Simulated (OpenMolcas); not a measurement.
# AlH2Cl (SMILES [H][Al]([H])[Cl]): the energy, rung by rung

AlH2Cl: 4 atoms, total charge 0, spin state singlet. As SMILES, `[H][Al]([H])[Cl]`. The shape comes from GFN2-xTB, which is rough for such elements, and wasn't checked as a minimum.

```tsv
atom	x (Å)	y (Å)	z (Å)
Al	0.0498	0.0829	-0.0022
H	1.5870	0.1095	0.0133
H	-0.6511	1.4514	-0.0195
Cl	-0.9857	-1.6439	0.0084
```

Quantity: the energy change with the Al1–H2 bond stretched from 1.538 to 3.844 Å, in eV. The values are calculated.

```
                     level                   kind     program  value (eV)  less FCI/STO-3G  CPU time (all runs)
    HF/STO-3G (restricted)           Hartree–Fock  OpenMolcas        9.97            +4.97                3.1 s
B2PLYP/STO-3G (restricted)          double hybrid  OpenMolcas        6.67            +1.67                7.6 s
   MP2/STO-3G (restricted)    perturbation theory  OpenMolcas        6.46            +1.46                3.3 s
        CASSCF(2,2)/STO-3G         multireference  OpenMolcas        5.05            +0.05                3.7 s
          MRCI(2,2)/STO-3G         multireference  OpenMolcas        5.01            +0.01                3.7 s
     SC-NEVPT2(2,2)/STO-3G         multireference  OpenMolcas        5.03            +0.03                3.3 s
  ACPF/STO-3G (restricted)  coupled cluster or CI  OpenMolcas       -2.93            -7.93                3.5 s
                FCI/STO-3G     exact in the basis  OpenMolcas        5.00             0.00                8.3 s
```

FCI/STO-3G is exact within its basis and frozen core, so for wave-function methods in that basis the difference is their error; functionals converge differently with the basis, so for them it is only a difference. Spin-restricted single references rise too steeply as a bond breaks, Hartree–Fock most of all. Perturbation and coupled-cluster corrections on them can overshoot downwards. The first shape isn't each level's own minimum. The values span -2.93 to 9.97 eV. All rows use very small basis sets, so even the best lies far from the true value. CPU times are rough (shared hosts, several kinds of processor): they show what a rung costs within a factor of a few.

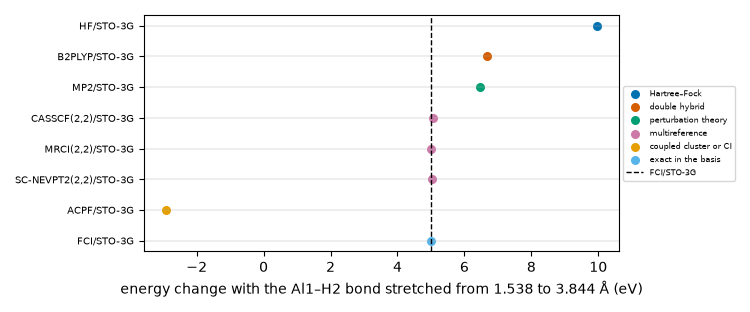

The values of the table, level by level.
